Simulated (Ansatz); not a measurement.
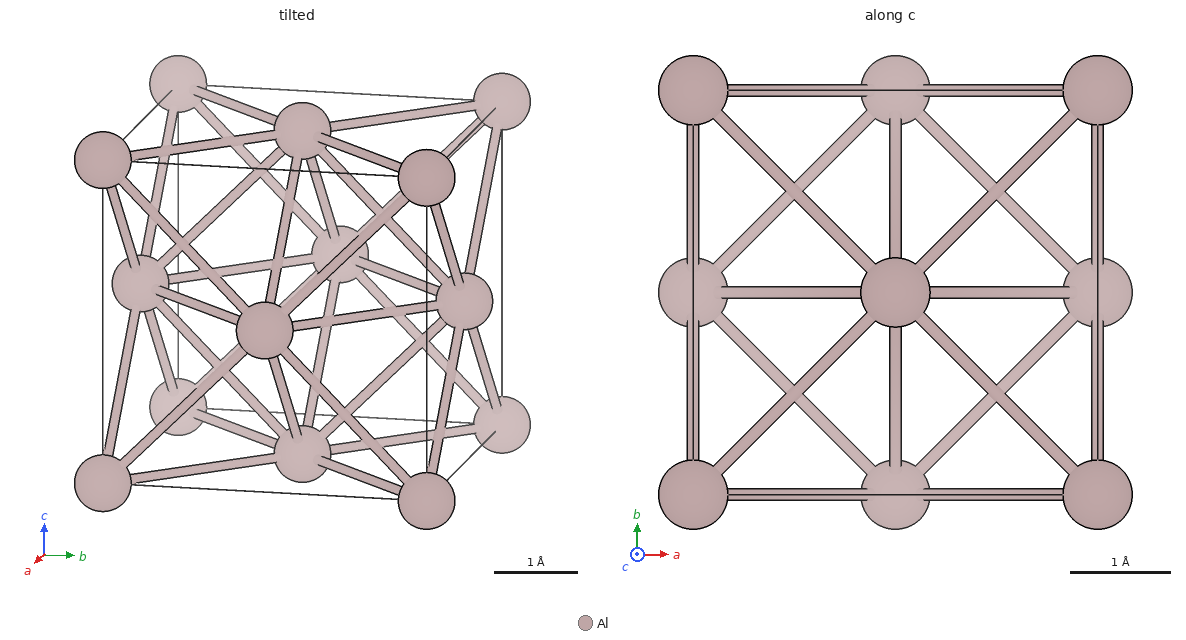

The image is a ball-and-stick drawing of a crystal, viewed slightly off an axis and along the c axis. Lines trace the edges of the conventional unit cell.

Cell parameters: a = 4.04 Å, b = 4.04 Å, c = 4.04 Å, α = 90.00°, β = 90.00°, γ = 90.00°.

> How many atoms does the box hold, once sharing is allowed for?

4 (aluminium), counting shared atoms by their share.

> Which Bravais lattice does it have?

Face-centred cubic.

> To which structure type does it belong?

Face-centred cubic (Cu type).

> How far does the bonding extend?

The bonds build a three-dimensional framework.

Its origin is the standard structure of this element. Earlier steps of the study may have refined or changed the cell and positions. An electronic-structure calculation with Ansatz was run on it.
